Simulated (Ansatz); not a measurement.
**B$_{2}$H$_{5}$NSi (SMILES B1NB[SiH2]1): density, localisation and related maps**

```yaml
atoms:
  - { symbol: B, position_ang: [-0.8013, 0.6754, -0.5240] }
  - { symbol: N, position_ang: [0.5222, 1.0768, -0.1622] }
  - { symbol: B, position_ang: [1.1705, -0.1585, 0.1502] }
  - { symbol: Si, position_ang: [-0.5972, -1.1088, 0.4086] }
  - { symbol: H, position_ang: [-1.5147, 1.3162, -1.2377] }
  - { symbol: H, position_ang: [0.9665, 1.9644, -0.3639] }
  - { symbol: H, position_ang: [2.3531, -0.3194, 0.0848] }
  - { symbol: H, position_ang: [-0.9467, -2.4230, -0.1946] }
  - { symbol: H, position_ang: [-1.0638, -1.0696, 1.8217] }
```

Geometry: PBE0-D4/def2-TZVP.

Computed with Ansatz 0.2.0, RKS PBE0-D4/def2-TZVPP.

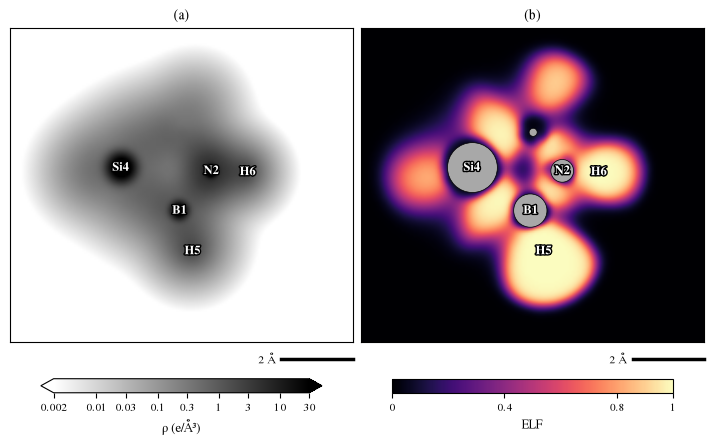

Figure 1. (a) total electron density; (b) electron localisation function on the plane of atoms N2, B1 and Si4. Grey discs cover the atomic cores in the ELF map.

> Read the bonding off the picture.

The section cuts through B, N, Si and H sites.
B–N (1.43 Å): the density is about 1.8 e/Å³ at the midpoint; the ELF peaks at about 0.90 between the atoms (a shared but strongly polarised pair).
Si–B (2.02 Å): ρ at the midpoint is about 0.74 e/Å³; the ELF peaks at about 0.95 between the atoms, as expected for a covalent bond.
N–H (1.01 Å): ρ at the midpoint is about 2.9 e/Å³; the ELF climbs to about 1 towards the hydrogen, as it does in any bond to H: a covalent bond by its length.
B–H (1.20 Å): ρ is about 1.3 e/Å³ halfway; the ELF climbs to about 1 towards the hydrogen; an ordinary covalent bond to hydrogen.

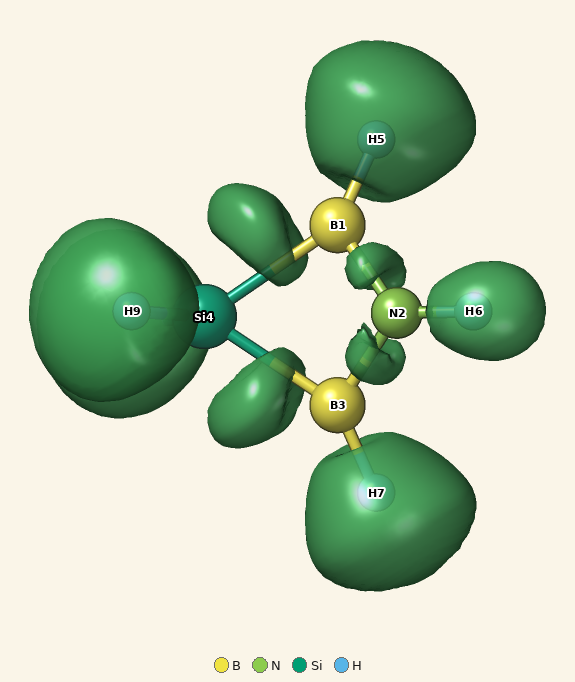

Figure 2. Isosurface of the electron localisation function at 0.85 (green), seen at a tilt. Core shells and regions of very low density are left out.

> Where are the electrons localised?

The surface consists of two regions between bonded B–N atoms (shared pairs), two regions between bonded B–Si atoms (shared pairs) and five regions around hydrogen nuclei.

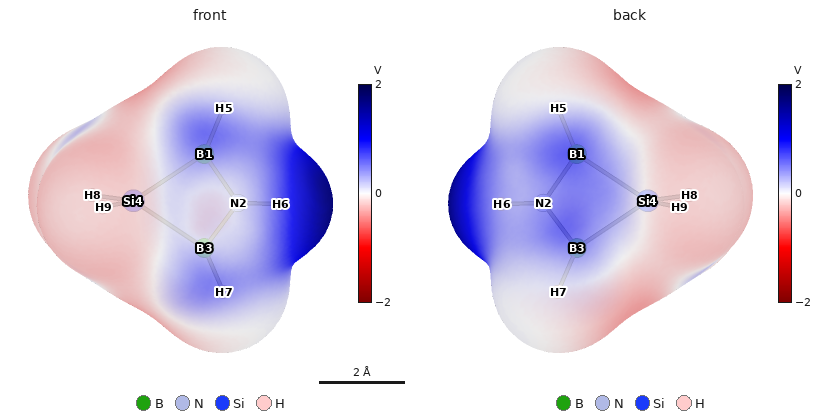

Figure 3. The electrostatic potential painted on the density surface at 0.001 e/bohr³, seen from the front and from behind; red is negative and blue positive.

> Where is the surface potential most negative and most positive?

The most negative region (about −0.4 V) lies over H5, the most positive (about +1.7 V) over H6.

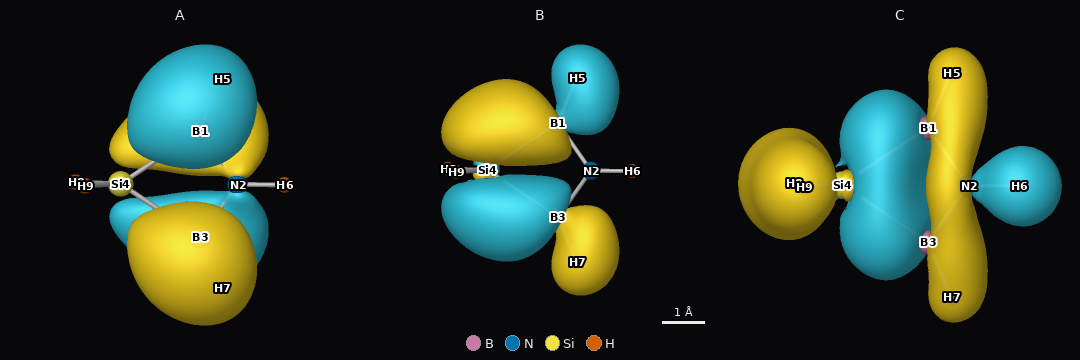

Figure 4. Three frontier orbitals at ±0.08 Å⁻³ᐟ² (yellow and cyan are the two phases), in no order.

> Order the three orbitals by energy and name them.

C is the HOMO−1 (−8.49 eV). Its weight (Hirshfeld) is mainly on Si4 (about 35 %), B1 (about 15 %), B3 (about 15 %), N2 (about 10 %) and H8 (about 10 %). B is the HOMO (−7.02 eV). It lies mainly on Si4 (about 40 %), B1 (about 20 %) and B3 (about 20 %). A is the LUMO (−1.10 eV). By Hirshfeld shares it lies mainly on B1 (about 35 %), B3 (about 35 %), Si4 (about 10 %) and N2 (about 5 %).

> What is the HOMO–LUMO gap?

5.92 eV between the orbital energies.
